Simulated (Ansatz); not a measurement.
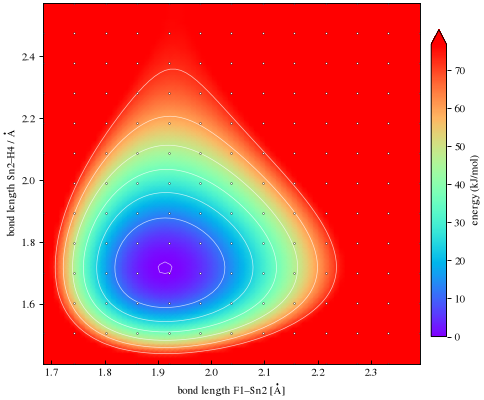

F2HSn, SMILES [F][SnH][F], spin multiplicity 2. Coordinates scanned: (1) bond length F1–Sn2; (2) bond length Sn2–H4. Nothing is relaxed (all other coordinates rigid). The scan uses a 13 × 13 grid. Points are written as (first, second). Energies are in kJ/mol, from the lowest grid point. All numbers below come from UHF-MP2, frozen core/def2-TZVP in Ansatz 0.2.0.

In the figure: a smooth colour map with a few white contour lines, dots at the grid points, one colour for all values above the top of the scale. Between grid points the surface is interpolated.

Question: Estimate the position of the minimum and the force constants in these coordinates.

Answer: The interpolated minimum is at bond length F1–Sn2 ≈ 1.913 Å, bond length Sn2–H4 ≈ 1.716 Å. The curvatures there are about 24 eV/Å² and 13 eV/Å², with a cross term of about 0 eV/Å². Round the minimum the two coordinates are nearly uncoupled. (1 eV is 96.5 kJ/mol.)
